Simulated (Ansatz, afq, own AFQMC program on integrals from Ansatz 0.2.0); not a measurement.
# BHO (triplet): quantum Monte Carlo beside coupled cluster as a fragment species, def2-TZVP, part 2 of 2

Ansatz 0.2.0, Gaussian basis, and an in-house AFQMC program (afq) on its integrals; all values are calculated; def2-TZVP, frozen cores. The steps go on from the part before.

## (9) CCSDT(Q) on UHF

in.yaml

```yaml
crystal:
  periodic: [false, false, false]
  atoms:
    - {symbol: B, position_ang: [-0.435144, 0.138958, 0.211793]}
    - {symbol: O, position_ang: [0.822772, -0.305479, 0.124801]}
    - {symbol: H, position_ang: [1.160012, -0.352899, -0.783364]}
basis:
  gaussian: {orbitals: def2-TZVP}
magnetization: {spin_polarized: true, initial_magnetization: 2}
correlation: {method: ccsdt_q, electrons: outside_noble_gas}
```

Started as:

```
ansatz run in.yaml --threads 1 --pin off --events-out ev --progress --plain --max-ram 24576MiB --backend cuda --devices 0, --max-vram 18GiB
```

The program printed, shortened:

```text
Functional definition: HF
  name "HF"
  cite "Fock, Z. Phys. 61, 126 (1930) doi:10.1007/BF01340294"
  parent pbe
[...]
862 factors; integrals over basis functions are off by at most 2.0e-7 eV
[...]
mean field -2722.97748747 eV, -100.0675769642 hartree, gradient 8.7e-6 eV, S^2 2.006900; 7 other end points of the search recorded, 0 dependent functions left out
determinant -2722.97748747 eV, -100.0675769642 hartree, with singles and doubles -2730.90250526 eV, -100.3588159962 hartree
determinant -2722.36410736 eV, -100.0450356610 hartree, with singles and doubles -2730.20547904 eV, -100.3332007549 hartree
2 core orbitals not correlated: weight in the atoms' cores, before any rotation towards them, 1.000 or more for the frozen orbitals, at most 0.000 for the correlated occupied ones
reference -2722.97748747 eV, -100.0675769642 hartree; 6, 4 occupied and 60, 62 virtual orbitals, 862 factors
second order -7.69907038 eV of doubles, -0.00000000 eV of singles
cycle   1  -7.68594623 eV  change    1.3e-2 eV  update   7.6e-2
[...]
cycle  18  -8.22715282 eV  change    1.1e-6 eV  update   8.1e-7
perturbative correction -0.01504236 eV, -0.0005527965 hartree
Total energy: -2731.21968265 eV, -100.3704720503 hartree
```

Run time: 9 s. Hardware: 1 × NVIDIA H100 80GB HBM3 with 1 thread of AMD EPYC 7R13 (Zen 3), shared host; peak host memory 1.6 GiB.

From the report: ⟨S²⟩ of the determinant 2.007 (pure triplet: 2.00); correlation -8.2422 eV; T1 0.019; largest double amplitude 0.04.

## (10) CCSD(T) on UHF

in.yaml: that of step 9 with these lines changed.

```diff
@@ -7,4 +7,4 @@
 basis:
-  gaussian: {orbitals: def2-TZVP}
+  gaussian: {orbitals: def2-TZVPP}
 magnetization: {spin_polarized: true, initial_magnetization: 2}
-correlation: {method: ccsdt_q, electrons: outside_noble_gas}
+correlation: {method: ccsd_t, electrons: outside_noble_gas}
```

Launched as before.

The program printed, shortened:

```text
Functional definition: HF
  name "HF"
  cite "Fock, Z. Phys. 61, 126 (1930) doi:10.1007/BF01340294"
  parent pbe
[...]
481 factors; integrals over basis functions are off by at most 1.3e-3 eV
[...]
mean field -2723.01799174 eV, -100.0690654687 hartree, gradient 9.3e-6 eV, S^2 2.006901; 7 other end points of the search recorded, 0 dependent functions left out
determinant -2723.01799174 eV, -100.0690654687 hartree, with singles and doubles -2731.02798957 eV, -100.3634274596 hartree
determinant -2722.40839855 eV, -100.0466633319 hartree, with singles and doubles -2730.33107266 eV, -100.3378162354 hartree
2 core orbitals not correlated: weight in the atoms' cores, before any rotation towards them, 1.000 or more for the frozen orbitals, at most 0.000 for the correlated occupied ones
reference -2723.01799174 eV, -100.0690654687 hartree; 6, 4 occupied and 68, 70 virtual orbitals, 481 factors
second order -7.78280672 eV of doubles, -0.00000000 eV of singles
cycle   1  -7.97419410 eV  change   -5.8e-1 eV  update   2.1e-2
[...]
cycle  10  -8.00429901 eV  change    1.2e-6 eV  update   8.4e-6
perturbative correction -0.29344222 eV, -0.0107838026 hartree
Total energy: -2731.31573298 eV, -100.3740018346 hartree
```

It took 9 s on 1 × NVIDIA H100 80GB HBM3 with 1 thread of AMD EPYC 7R13 (Zen 3), shared host; peak host memory 1.6 GiB.

From the report: ⟨S²⟩ of the determinant 2.007 (pure triplet: 2.00); correlation -8.2977 eV; T1 0.018; largest double amplitude 0.03.

## (11) CCSD(T) on UHF

in.yaml: that of step 10 with these lines changed.

```diff
@@ -7,3 +7,3 @@
 basis:
-  gaussian: {orbitals: def2-TZVPP}
+  gaussian: {orbitals: "def2-QZVPP.json"}
 magnetization: {spin_polarized: true, initial_magnetization: 2}
```

Launched as before.

The program printed, shortened:

```text
Functional definition: HF
  name "HF"
  cite "Fock, Z. Phys. 61, 126 (1930) doi:10.1007/BF01340294"
  parent pbe
[...]
893 factors; integrals over basis functions are off by at most 8.0e-4 eV
[...]
mean field -2723.15379010 eV, -100.0740559661 hartree, gradient 8.1e-6 eV, S^2 2.006860; 7 other end points of the search recorded, 0 dependent functions left out
determinant -2723.15379010 eV, -100.0740559661 hartree, with singles and doubles -2731.79084148 eV, -100.3914617501 hartree
determinant -2722.55802050 eV, -100.0521618372 hartree, with singles and doubles -2731.11343995 eV, -100.3665677029 hartree
2 core orbitals not correlated: weight in the atoms' cores, before any rotation towards them, 1.000 or more for the frozen orbitals, at most 0.000 for the correlated occupied ones
reference -2723.15379010 eV, -100.0740559661 hartree; 6, 4 occupied and 136, 138 virtual orbitals, 893 factors
second order -8.41544718 eV of doubles, -0.00000000 eV of singles
cycle   1  -8.51954310 eV  change   -8.3e-1 eV  update   2.3e-2
[...]
cycle  10  -8.55811575 eV  change    1.8e-6 eV  update   9.6e-6
perturbative correction -0.33452011 eV, -0.0122933872 hartree
Total energy: -2732.04642596 eV, -100.4008543064 hartree
```

It took 12 s on 1 × NVIDIA H100 80GB HBM3 with 1 thread of AMD EPYC 7R13 (Zen 3), shared host; peak host memory 1.6 GiB.

From the report: ⟨S²⟩ of the determinant 2.007 (pure triplet: 2.00); correlation -8.8926 eV; T1 0.017; largest double amplitude 0.02.

## (12) Phaseless AFQMC, CISD trial on UHF

It reads the integrals that the CCSD(T) run on this determinant wrote.

Started as:

```
afq ham --method phaseless --trial cisd --walkers 3800 --populations 20 --least-time 60 --time-step 0.005 --steps-per-block 50 --equilibration-blocks 28 --max-blocks 4000 --target-error 0.00019 --factor-cut 1e-05 --start spin_pure --seed 5437 --release-times 0.24,0.51,0.99,1.62,2.4 --release-step 0.03 --release-every 3 --taylor-order 6
```

The program printed:

```text
orbitals 66  electrons 6 4  factors 453 of 453
reference energy -100.06757676 Eh
CCSD correlation -0.29142355 Eh in 13 cycles, weight of the determinant in the CISD state 0.9182
energy of the start -100.358899 Eh
 block  time / (1/Eh)  mean weight  energy / Eh
     1     0.250  0.9998  -100.359563
     2     0.500  1.0000  -100.363259
     3     0.750  1.0000  -100.366373
     4     1.000  0.9999  -100.368894
     5     1.250  0.9999  -100.368653
     6     1.500  0.9999  -100.369229
     7     1.750  0.9996  -100.369076
     8     2.000  0.9998  -100.368956
     9     2.250  1.0004  -100.369772
    10     2.500  1.0000  -100.369881
    11     2.750  0.9999  -100.369779
    12     3.000  1.0000  -100.370314
    13     3.250  0.9995  -100.369878
    14     3.500  0.9996  -100.370116
    15     3.750  0.9999  -100.369909
    16     4.000  0.9998  -100.370332
    17     4.250  1.0003  -100.370637
    18     4.500  1.0006  -100.369934
    19     4.750  0.9999  -100.370034
    20     5.000  1.0000  -100.368747
    21     5.250  1.0005  -100.370022
    22     5.500  1.0003  -100.370437
    23     5.750  1.0002  -100.369863
    24     6.000  1.0005  -100.368955
    25     6.250  1.0001  -100.369615
    26     6.500  1.0007  -100.369700
    27     6.750  1.0003  -100.370066
    28     7.000  1.0004  -100.370798
    29     7.250  0.9997  -100.370858
    30     7.500  0.9998  -100.370218
    31     7.750  0.9994  -100.370496
    32     8.000  0.9999  -100.370836
    33     8.250  1.0004  -100.370195
    34     8.500  1.0003  -100.370942
    35     8.750  0.9995  -100.371303
    36     9.000  1.0003  -100.370241
    37     9.250  0.9996  -100.370119
    38     9.500  1.0001  -100.370399
    39     9.750  1.0001  -100.369117
    40    10.000  0.9994  -100.370382
    41    10.250  0.9995  -100.370129
    42    10.500  1.0003  -100.370027
    43    10.750  0.9998  -100.369888
    44    11.000  0.9997  -100.371081
    45    11.250  0.9998  -100.370256
    46    11.500  0.9999  -100.370743
    47    11.750  0.9998  -100.371399
    48    12.000  0.9999  -100.370825
    49    12.250  0.9999  -100.370535
    50    12.500  1.0001  -100.370133
    51    12.750  1.0001  -100.371004
    52    13.000  1.0002  -100.370308
    53    13.250  0.9999  -100.370753
    54    13.500  1.0001  -100.370262
    55    13.750  0.9997  -100.369999
    56    14.000  0.9999  -100.370434
    57    14.250  0.9998  -100.371662
    58    14.500  1.0002  -100.371008
    59    14.750  1.0000  -100.370694
    60    15.000  0.9999  -100.371662
    61    15.250  1.0003  -100.371864
    62    15.500  0.9998  -100.371713
    63    15.750  0.9996  -100.370618
    64    16.000  0.9997  -100.370830
    65    16.250  1.0003  -100.371199
    66    16.500  1.0001  -100.370418
    67    16.750  0.9999  -100.370375
    68    17.000  0.9999  -100.370047
    69    17.250  1.0002  -100.369851
    70    17.500  0.9999  -100.369445
    71    17.750  1.0004  -100.370998
    72    18.000  0.9995  -100.370150
    73    18.250  0.9997  -100.370636
    74    18.500  0.9996  -100.369909
    75    18.750  1.0001  -100.370154
    76    19.000  0.9998  -100.369180
    77    19.250  1.0003  -100.370690
    78    19.500  1.0003  -100.370248
error from the spread of 20 populations
released: time / (1/Eh)  energy / Eh  error  mean overlap
  0.24  -100.370372  0.000169  0.9956
  0.51  -100.370412  0.000124  0.9922
  0.99  -100.370390  0.000129  0.9837
  1.62  -100.370377  0.000131  0.9702
  2.40  -100.370272  0.000232  0.9633
energy -100.370525 +/- 0.000139 Eh
```

Run time: 83 s. Hardware: 1 × NVIDIA H100 80GB HBM3 with 2 threads of AMD EPYC 7R13 (Zen 3), shared host; peak host memory 1.7 GiB.

Energy -2731.2211 ± 0.0038 eV. Caveats: constraint bias not in the error.

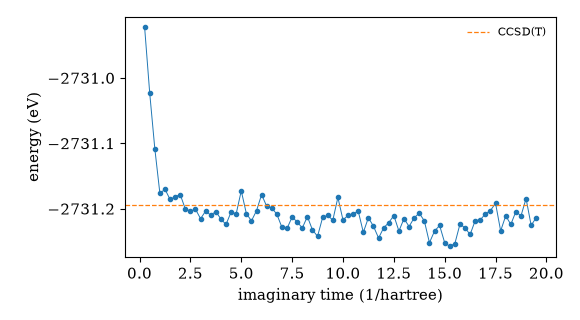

Block energies along the walk.

## (13) All levels side by side

On the UHF determinant, counted from CCSDT(Q) (a yardstick, not exact):

```tsv
level	energy (eV)	from CCSDT(Q) (kcal/mol)	statistical error (kcal/mol)	time
HF	-2722.9775	+190.07		
MP2	-2730.6765	+12.53		
CCSD	-2730.9075	+7.20		
CCSD(T)	-2731.1940	+0.59		
CCSDT(Q)	-2731.2197	0.00		
Phaseless AFQMC, CISD trial, step 0.005, 3800 walkers	-2731.2211	-0.03	0.09	83 s
```

The functionals' totals stand on their own zeros and serve differences with other points: PBE -2733.422 eV; r2SCAN -2735.390 eV; PBE0 -2733.548 eV; B3LYP -2736.765 eV; wB97M-V -2735.551 eV; B2PLYP -2734.610 eV.

## (14) Results

What follows sums up all 2 parts.

| quantity | value |
| --- | --- |
| CCSD(T) on UHF from CCSDT(Q) | +0.59 kcal/mol |
| Phaseless AFQMC, CISD trial on UHF from CCSDT(Q) | -0.03 ± 0.09 kcal/mol |

What this shows: On UHF the phaseless walk with the CISD trial lies -0.03 kcal/mol from CCSDT(Q), within three error bars. Error bars are statistical and leave out the constraint, the time step and what remains of the start.
